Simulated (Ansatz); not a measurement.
BClFH3Si (SMILES FB[SiH2]Cl)

```xyz
7

F    -1.0764   -1.8824   -0.1826
B    -0.0542   -1.2030    0.2933
Si    0.1703    0.7746   -0.1243
Cl   -1.3437    1.4784   -1.3293
H     0.7287   -1.8072    0.9790
H     0.1712    1.5650    1.1353
H     1.4654    1.0065   -0.8171
```

Geometry: PBE0-D4/def2-TZVP.

Level of theory: RKS PBE0-D4/def2-TZVPP (Ansatz).

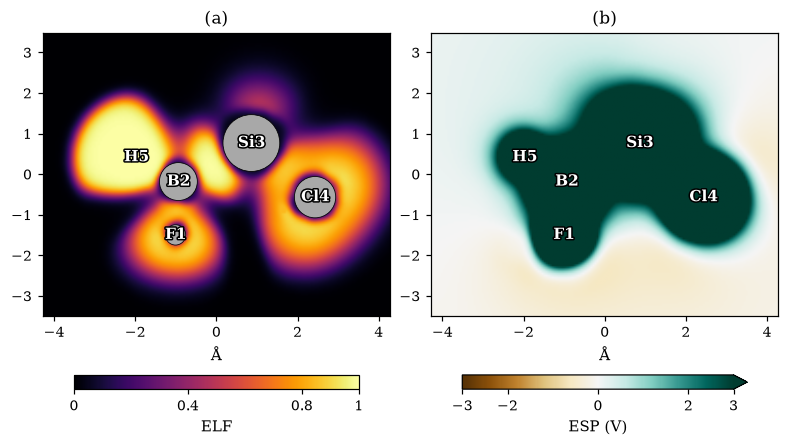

Figure 1. (a) electron localisation function; (b) molecular electrostatic potential on the plane of atoms B2, Si3 and Cl4. Grey discs cover the atomic cores in the ELF map.

Q: Interpret the plot.

A:
- The section cuts through F, B, Si, Cl and H sites.
- B–F (1.32 Å): the ELF peaks at about 0.85 between the atoms, as expected for a shared but strongly polarised pair.
- Si–B (2.03 Å): the ELF peaks at about 1 between the atoms, as expected for a covalent bond.
- Si–Cl (2.06 Å): the ELF peaks at about 0.85 between the atoms: a polar covalent bond.
- B–H (1.20 Å): the ELF climbs to about 1 towards the hydrogen, as it does in any bond to H; an ordinary covalent bond to hydrogen.
- The ELF also peaks beside F1 and Cl4, away from the bonds: lone-pair regions.
- Outside the dense part of the molecule the potential is most negative (−0.6 V) near F1.

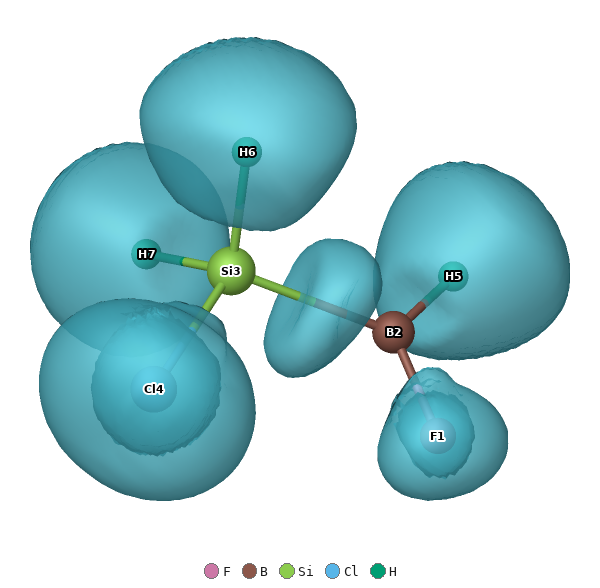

Figure 2. Isosurface of the ELF at 0.8 (cyan), seen at a tilt. Core shells and regions of very low density are left out.

Q: What do the ELF domains correspond to?

A: The ELF exceeds this value in one region between bonded B–Si atoms (shared pairs), three regions around hydrogen nuclei, one region on Cl in which the atom's valence shell and bonds are merged and one region on F in which the atom's valence shell and bonds are merged.

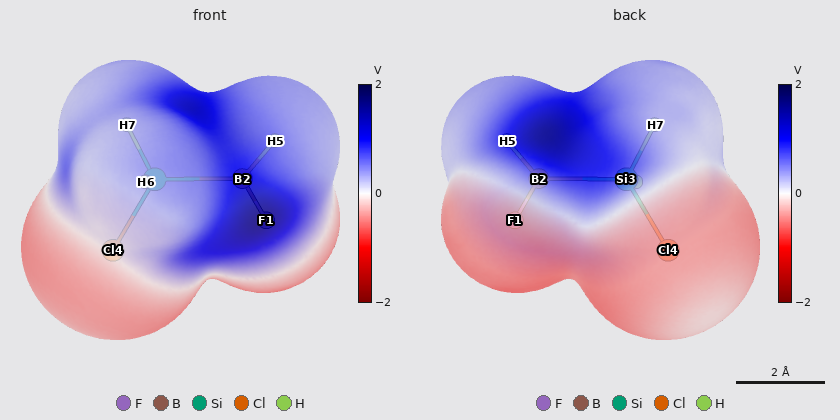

Figure 3. The electrostatic potential painted on the density surface at 0.001 e/bohr³, seen from the front and from behind; the colour scale runs from red (negative) to blue (positive).

Q: Which sites attract a positive test charge, and which a negative one?

A: A positive charge is drawn to the negative regions and a negative charge to the positive ones. The most negative region (about −0.6 V) lies over F1 and Cl4, the most positive (about +1.6 V) over B2.
